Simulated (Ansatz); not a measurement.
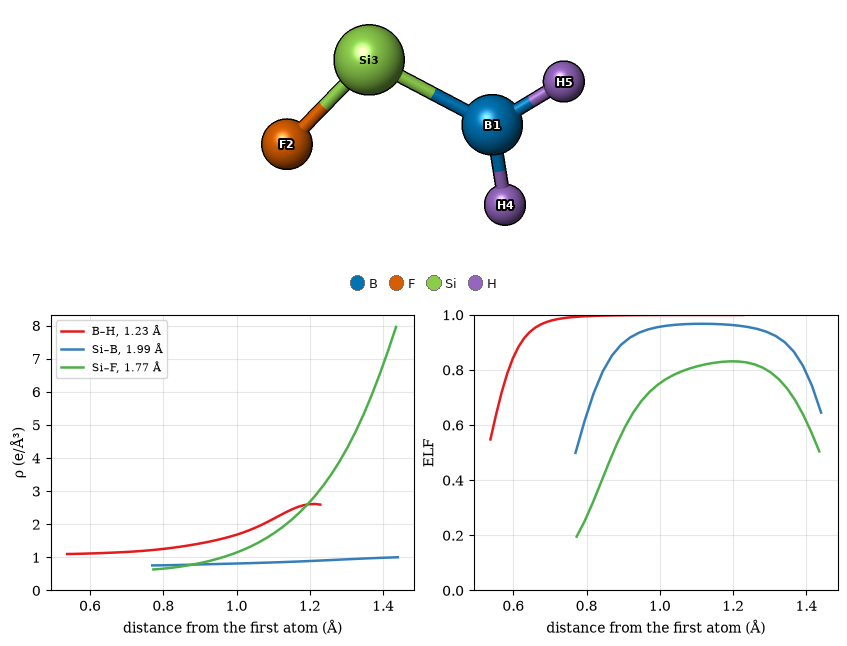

Figure. BFH2Si (SMILES [BH2-]=[Si]F) (charge −1, doublet). Total electron density and electron localisation function along straight lines between neighbouring atoms. The curves leave out the atomic cores. The structure is drawn too.

Geometry: BLYP-D3(BJ)/def2-SVPD.

Level of theory: Ansatz, isolated molecule in a Gaussian basis; Kohn-Sham density functional theory, functional PBE0.

The calculation's input:

```
crystal:
  periodic: [false, false, false]
  atoms:
    - {symbol: B, position_ang: [1.067457, -1.450699, 0.554469]}
    - {symbol: F, position_ang: [1.360001, 1.480749, 0.683727]}
    - {symbol: Si, position_ang: [2.191732, 0.030232, 1.252800]}
    - {symbol: H, position_ang: [0.042155, -1.339287, -0.112625]}
    - {symbol: H, position_ang: [1.417536, -2.605218, 0.805342]}
basis:
  gaussian:
    orbitals: def2-TZVPD
total_charge: -1
magnetization:
  spin_polarized: true
  initial_magnetization: 1
hamiltonian:
  xc: {name: PBE0}
output: {forces: true, orbitals: {seedname: orbitals}}
```

Command:

```sh
ansatz run input.yaml --threads 1 --pin off --max-ram 2610MiB --events-out events.jsonl --progress --plain --runs-dir runs
```

Compare the contacts.

B–H (1.23 Å): the density is about 1.1 e/Å³ at the midpoint; the ELF climbs to about 1 towards the hydrogen, as it does in any bond to H (a covalent bond by its length).
Si–B (1.99 Å): ρ is about 0.81 e/Å³ halfway; the ELF peaks at about 0.95 between the atoms, as expected for localised, covalent bonding.
Si–F (1.77 Å): the density is about 0.79 e/Å³ at the midpoint; the ELF peaks at about 0.85 in the valence shell of F, 0.6 Å from its nucleus, and is about 0.55 at the midpoint.
